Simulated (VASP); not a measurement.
Band structure of PtS2 (1T layered). Calculation: PBE GGA with D3 dispersion (zero damping), VASP's PBE PAW potentials (set 64) (plane waves; VASP).

Unless said otherwise, spin-orbit coupling is left out, though it shifts the bands of the heavy elements here.

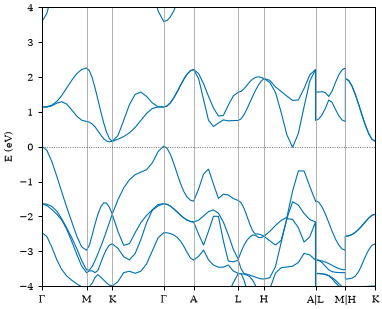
*Bands along high-symmetry lines, zero at the valence-band maximum or, without a gap, the Fermi level*

Q: Read the plot: is there a gap, and where are the band edges?

A: It has no gap at this level: it comes out as a metal or semimetal. (Edges off the drawn lines would not show.)

The compound is PtS2 in the 1T layered structure. It was relaxed first.
